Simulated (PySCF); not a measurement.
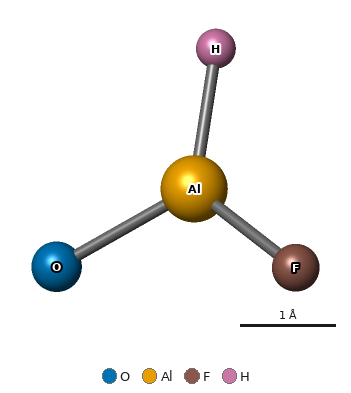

Fig. 1: The structure as given in the input (ball-and-stick view, seen at a tilt). Sticks mark near contacts.

Property calculation, with input and output: AlHOF (part 1 of 2)

The run: property calculation of AlHOF, multiplicity 2. Method and program: CCSD/def2-TZVP, UHF (PySCF 2.14.0).

The geometry comes from this level: PBE0-D4/def2-TZVP.

**Log**
```
PySCF version 2.14.0

[INPUT] num. atoms = 4
[INPUT] num. electrons = 31
[INPUT] charge = 0
[INPUT] spin (= nelec alpha-beta = 2S) = 1
[INPUT] symmetry False subgroup None
[INPUT] Mole.unit = angstrom
[INPUT] Symbol           X                Y                Z      unit          X                Y                Z       unit  Magmom
[INPUT]  1 O     -0.128300000000  -1.061600000000   1.299400000000 AA   -0.242451861782  -2.006133253838   2.455510126260 Bohr   0.0
[INPUT]  2 Al     0.038200000000   0.026100000000  -0.037000000000 AA    0.072187537958   0.049321851851  -0.069919866609 Bohr   0.0
[INPUT]  3 F     -1.126500000000  -0.010300000000  -1.192200000000 AA   -2.128776479323  -0.019464179083  -2.252931485706 Bohr   0.0
[INPUT]  4 H      1.272100000000   0.985600000000  -0.090400000000 AA    2.403920603059   1.862514068371  -0.170831241661 Bohr   0.0

nuclear repulsion = 90.3172774147484
number of shells = 39
number of NR pGTOs = 163
number of NR cGTOs = 105
basis = def2-tzvp
ecp = {}

******** <class 'pyscf.soscf.newton_ah.SecondOrderUHF'> ********
method = SecondOrderUHF
initial guess = minao
damping factor = 0
level_shift factor = 0
DIIS = <class 'pyscf.scf.diis.CDIIS'>
diis_start_cycle = 1
diis_space = 8
diis_damp = 0
SCF conv_tol = 1e-09
SCF conv_tol_grad = None
SCF max_cycles = 100
direct_scf = True
direct_scf_tol = 1e-13
number electrons alpha = 16  beta = 15
******** <class 'pyscf.scf.uhf.UHF'> Newton solver flags ********
SCF tol = 1e-09
conv_tol_grad = None
max. SCF cycles = 100
direct_scf = True
direct_scf_tol = 1e-13
max_cycle_inner = 12
max_stepsize = 0.05
ah_start_tol = 1e+09
ah_level_shift = 0
ah_conv_tol = 1e-12
ah_lindep = 1e-14
ah_start_cycle = 1
ah_max_cycle = 40
ah_grad_trust_region = 2.5
kf_interval = 4
kf_trust_region = 5
canonicalization = True
Set conv_tol_grad to 3.16228e-05
  alpha nocc = 16  HOMO = -0.405145385710995  LUMO = 0.00888277689028427
  beta  nocc = 15  HOMO = -0.467019731191587  LUMO = -0.405145385710995

WARN: HOMO -0.405145385710995 >= LUMO -0.405145385710995

Initial guess E= -416.591024013082  |g|= 0.646874
macro= 0  E= -416.90341162761  delta_E= -0.312388  |g|= 0.440286  3 KF 16 JK
macro= 1  E= -416.956557909454  delta_E= -0.0531463  |g|= 0.17954  3 KF 18 JK
macro= 2  E= -416.961632085337  delta_E= -0.00507418  |g|= 0.000187928  4 KF 16 JK
macro= 3  E= -416.961632085587  delta_E= -2.49656e-10  |g|= 1.70946e-05  1 KF 3 JK
Canonicalize SCF orbitals
macro X = 4  E=-416.961632085587  |g|= 1.70946e-05  total 12 KF 58 JK
converged SCF energy = -416.961632085587  <S^2> = 0.75750775  2S+1 = 2.0074937

******** <class 'pyscf.cc.uccsd.UCCSD'> ********
CC2 = 0
CCSD nocc = (np.int64(9), np.int64(8)), nmo = (98, 98)
frozen orbitals 7
max_cycle = 50
direct = 0
conv_tol = 1e-07
conv_tol_normt = 1e-06
diis_space = 6
diis_start_cycle = 0
diis_start_energy_diff = 1e+09
Init t2, MP2 energy = -0.507746811470308
Init E_corr(UCCSD) = -0.507746811515234
cycle = 1  E_corr(UCCSD) = -0.513007618668266  dE = -0.00526080715  norm(t1,t2) = 0.0804747
cycle = 2  E_corr(UCCSD) = -0.524532117626841  dE = -0.011524499  norm(t1,t2) = 0.0248671
cycle = 3  E_corr(UCCSD) = -0.524904076197727  dE = -0.000371958571  norm(t1,t2) = 0.0153975
cycle = 4  E_corr(UCCSD) = -0.526807778509834  dE = -0.00190370231  norm(t1,t2) = 0.00705637
cycle = 5  E_corr(UCCSD) = -0.526866048093001  dE = -5.82695832e-05  norm(t1,t2) = 0.0026402
cycle = 6  E_corr(UCCSD) = -0.526759352459734  dE = 0.000106695633  norm(t1,t2) = 0.00150943
cycle = 7  E_corr(UCCSD) = -0.526762516570625  dE = -3.16411089e-06  norm(t1,t2) = 0.000728381
cycle = 8  E_corr(UCCSD) = -0.526795407297565  dE = -3.28907269e-05  norm(t1,t2) = 0.000450862
cycle = 9  E_corr(UCCSD) = -0.526800038825811  dE = -4.63152825e-06  norm(t1,t2) = 0.000341402
cycle = 10  E_corr(UCCSD) = -0.526801315037773  dE = -1.27621196e-06  norm(t1,t2) = 0.00029004
cycle = 11  E_corr(UCCSD) = -0.526798333220904  dE = 2.98181687e-06  norm(t1,t2) = 0.000224446
cycle = 12  E_corr(UCCSD) = -0.526796143910068  dE = 2.18931084e-06  norm(t1,t2) = 0.000155434
cycle = 13  E_corr(UCCSD) = -0.526794621438435  dE = 1.52247163e-06  norm(t1,t2) = 9.8024e-05
cycle = 14  E_corr(UCCSD) = -0.526796278689756  dE = -1.65725132e-06  norm(t1,t2) = 5.62246e-05
cycle = 15  E_corr(UCCSD) = -0.526797080696836  dE = -8.02007081e-07  norm(t1,t2) = 3.00332e-05
cycle = 16  E_corr(UCCSD) = -0.526796870263844  dE = 2.10432993e-07  norm(t1,t2) = 1.27115e-05
cycle = 17  E_corr(UCCSD) = -0.52679672619558  dE = 1.44068263e-07  norm(t1,t2) = 7.5439e-06
cycle = 18  E_corr(UCCSD) = -0.526796564136257  dE = 1.62059324e-07  norm(t1,t2) = 4.44304e-06
cycle = 19  E_corr(UCCSD) = -0.526796463597048  dE = 1.00539208e-07  norm(t1,t2) = 2.24204e-06
cycle = 20  E_corr(UCCSD) = -0.526796476408614  dE = -1.28115658e-08  norm(t1,t2) = 1.14934e-06
cycle = 21  E_corr(UCCSD) = -0.526796463475351  dE = 1.29332633e-08  norm(t1,t2) = 6.97489e-07
UCCSD converged
E(UCCSD) = -417.4884285490619  E_corr = -0.5267964634753509
E = -417.4884285491 Eh
**** SCF Summaries ****
Total Energy =                        -416.961632085586530
Nuclear Repulsion Energy =              90.317277414748446
One-electron Energy =                 -761.065652200502200
Two-electron Energy =                  253.786742700167196
Two-electron Coulomb Energy =          290.767323106218726
DFT Exchange-Correlation Energy =      -36.980580406051530
HOMO-LUMO gap [eV] =                     0.000000000000000
**** MO energy ****
                             alpha | beta                alpha | beta
MO #1   energy= -58.5113909972266  | -58.5118102346517  occ= 1 | 1
MO #2   energy= -26.2699309038711  | -26.2697784377285  occ= 1 | 1
MO #3   energy= -20.6127489596175  | -20.5744692590485  occ= 1 | 1
MO #4   energy= -4.92602389332566  | -4.92668571931228  occ= 1 | 1
MO #5   energy= -3.242705789158    | -3.24334208139249  occ= 1 | 1
MO #6   energy= -3.24125745667244  | -3.24163021461403  occ= 1 | 1
MO #7   energy= -3.23992572228352  | -3.24066927876193  occ= 1 | 1
MO #8   energy= -1.55631439332217  | -1.55580777267195  occ= 1 | 1
MO #9   energy= -1.33927277576324  | -1.17480132159355  occ= 1 | 1
MO #10  energy= -0.69790148186713  | -0.695358961515083 occ= 1 | 1
MO #11  energy= -0.655935836339886 | -0.642179290028841 occ= 1 | 1
MO #12  energy= -0.64014645968295  | -0.640116444257895 occ= 1 | 1
MO #13  energy= -0.635146754712565 | -0.566227122957284 occ= 1 | 1
MO #14  energy= -0.599747358722645 | -0.500587929256777 occ= 1 | 1
MO #15  energy= -0.550508348220478 | -0.491667070360235 occ= 1 | 1
MO #16  energy= -0.498078531231772 | 0.0505656522774573 occ= 1 | 0
MO #17  energy= 0.0623345310431593 | 0.0638699033586262 occ= 0 | 0
MO #18  energy= 0.08738895358901   | 0.0936208158736695 occ= 0 | 0
MO #19  energy= 0.124603554504611  | 0.138906600571677  occ= 0 | 0
MO #20  energy= 0.168479659988156  | 0.192977816497508  occ= 0 | 0
MO #21  energy= 0.241644054957109  | 0.247981848581643  occ= 0 | 0
MO #22  energy= 0.273300416696367  | 0.274073288373765  occ= 0 | 0
MO #23  energy= 0.296724804607609  | 0.300570837399347  occ= 0 | 0
MO #24  energy= 0.321093703839857  | 0.333065702473377  occ= 0 | 0
MO #25  energy= 0.333196340917985  | 0.335565073276766  occ= 0 | 0
MO #26  energy= 0.334166216749831  | 0.336511669133696  occ= 0 | 0
MO #27  energy= 0.424696726414471  | 0.450108822233209  occ= 0 | 0
MO #28  energy= 0.450342202126023  | 0.457818288960477  occ= 0 | 0
MO #29  energy= 0.530400270791363  | 0.537093803957333  occ= 0 | 0
MO #30  energy= 0.577048529528977  | 0.584822442960191  occ= 0 | 0
MO #31  energy= 0.649904570005463  | 0.66404040537012   occ= 0 | 0
MO #32  energy= 0.686379266460176  | 0.702839227684304  occ= 0 | 0
MO #33  energy= 0.693201712762893  | 0.733679582117665  occ= 0 | 0
MO #34  energy= 0.754208110818721  | 0.785526289724807  occ= 0 | 0
MO #35  energy= 0.841648987890781  | 0.844316558123184  occ= 0 | 0
MO #36  energy= 0.847402797909725  | 0.84945984703242   occ= 0 | 0
MO #37  energy= 0.864931293918484  | 0.878928484736861  occ= 0 | 0
MO #38  energy= 0.897531732788317  | 0.898296232584389  occ= 0 | 0
MO #39  energy= 0.905323072723597  | 0.908842234733598  occ= 0 | 0
MO #40  energy= 0.908877182740183  | 0.912129847952935  occ= 0 | 0
MO #41  energy= 0.944530465302762  | 0.948688151438631  occ= 0 | 0
MO #42  energy= 0.962845687938177  | 0.971361001328     occ= 0 | 0
MO #43  energy= 1.00521708760609   | 1.00801613570007   occ= 0 | 0
MO #44  energy= 1.00595677445191   | 1.01701144217587   occ= 0 | 0
MO #45  energy= 1.0412310435718    | 1.04283515123133   occ= 0 | 0
MO #46  energy= 1.08489269044471   | 1.08581917162799   occ= 0 | 0
MO #47  energy= 1.10525504543004   | 1.12539651141771   occ= 0 | 0
MO #48  energy= 1.17340169602597   | 1.17691961555814   occ= 0 | 0
MO #49  energy= 1.30668682197605   | 1.31768814954797   occ= 0 | 0
MO #50  energy= 1.35631847810058   | 1.36504834785174   occ= 0 | 0
MO #51  energy= 1.77897020042361   | 1.8520834295427    occ= 0 | 0
MO #52  energy= 1.82095749490378   | 1.89266248000438   occ= 0 | 0
MO #53  energy= 2.01086058417041   | 2.02285180552337   occ= 0 | 0
MO #54  energy= 2.01965112937252   | 2.04873183873861   occ= 0 | 0
MO #55  energy= 2.11320173014828   | 2.11706621842699   occ= 0 | 0
MO #56  energy= 2.19111382858642   | 2.20185185918561   occ= 0 | 0
MO #57  energy= 2.2175083467434    | 2.22181237673593   occ= 0 | 0
MO #58  energy= 2.25050180712547   | 2.26187751180612   occ= 0 | 0
MO #59  energy= 2.28486229149718   | 2.2954834846931    occ= 0 | 0
MO #60  energy= 2.40311660742071   | 2.41154433246086   occ= 0 | 0
MO #61  energy= 2.40942165357652   | 2.42333494925095   occ= 0 | 0
MO #62  energy= 2.45650152416718   | 2.47139152985617   occ= 0 | 0
MO #63  energy= 2.55647420039999   | 2.55841282239568   occ= 0 | 0
MO #64  energy= 2.67445451153552   | 2.67479092603357   occ= 0 | 0
MO #65  energy= 2.7854106653561    | 2.81419293082253   occ= 0 | 0
MO #66  energy= 2.95118381770348   | 2.95208707169158   occ= 0 | 0
MO #67  energy= 3.0092993322028    | 3.01518139359659   occ= 0 | 0
MO #68  energy= 3.03957248924817   | 3.06594221814256   occ= 0 | 0
MO #69  energy= 3.14474765995563   | 3.25413076428759   occ= 0 | 0
MO #70  energy= 3.24511234096724   | 3.27978910969714   occ= 0 | 0
MO #71  energy= 3.62115075954257   | 3.65227677298078   occ= 0 | 0
MO #72  energy= 3.74066374661603   | 3.7407131837279    occ= 0 | 0
MO #73  energy= 3.84830685905989   | 3.85004785184898   occ= 0 | 0
MO #74  energy= 4.13309877385617   | 4.13423629591821   occ= 0 | 0
MO #75  energy= 4.41161865575662   | 4.41254881506105   occ= 0 | 0
MO #76  energy= 5.50892633349756   | 5.57214213942212   occ= 0 | 0
MO #77  energy= 5.51203972925888   | 5.57482132144337   occ= 0 | 0
MO #78  energy= 5.54544274285326   | 5.58907507046942   occ= 0 | 0
MO #79  energy= 5.55229611304298   | 5.59934469473343   occ= 0 | 0
MO #80  energy= 5.5607456569172    | 5.5994918015487    occ= 0 | 0
MO #81  energy= 5.59119991146848   | 5.61206775235643   occ= 0 | 0
MO #82  energy= 5.61268308657632   | 5.63664805874939   occ= 0 | 0
MO #83  energy= 6.70090300082713   | 6.79712106370571   occ= 0 | 0
MO #84  energy= 6.71489117130073   | 6.81505215080661   occ= 0 | 0
MO #85  energy= 6.97244126701264   | 6.99769653115309   occ= 0 | 0
MO #86  energy= 6.97664752350056   | 7.06021468071399   occ= 0 | 0
MO #87  energy= 7.12623509832442   | 7.1605958432588    occ= 0 | 0
MO #88  energy= 7.39307973576061   | 7.39325125436789   occ= 0 | 0
MO #89  energy= 7.3935469644592    | 7.39365432541354   occ= 0 | 0
MO #90  energy= 7.40414532780591   | 7.4043659172298    occ= 0 | 0
MO #91  energy= 7.40445927760537   | 7.4046480423056    occ= 0 | 0
MO #92  energy= 7.40737109828025   | 7.40750313400518   occ= 0 | 0
MO #93  energy= 7.40841022325694   | 7.40869611133554   occ= 0 | 0
MO #94  energy= 7.41890768750602   | 7.42023013540394   occ= 0 | 0
MO #95  energy= 8.15952229229671   | 8.16057868035934   occ= 0 | 0
MO #96  energy= 8.93458797682877   | 8.93478248757058   occ= 0 | 0
MO #97  energy= 8.97182913215215   | 8.97207578436439   occ= 0 | 0
MO #98  energy= 9.12734862894519   | 9.12752056041493   occ= 0 | 0
MO #99  energy= 9.19765845081885   | 9.19814186465956   occ= 0 | 0
MO #100 energy= 9.27753369151075   | 9.27778143318436   occ= 0 | 0
MO #101 energy= 9.8437610070733    | 9.84337317569665   occ= 0 | 0
MO #102 energy= 10.0960649784005   | 10.0959805603423   occ= 0 | 0
MO #103 energy= 10.3844450997738   | 10.3844936693882   occ= 0 | 0
MO #104 energy= 44.7613325251078   | 44.7837836697305   occ= 0 | 0
MO #105 energy= 58.5903810543479   | 58.5904745865401   occ= 0 | 0

To work with the spin densities directly, `use mulliken_meta_spin()` only printing them here.
```
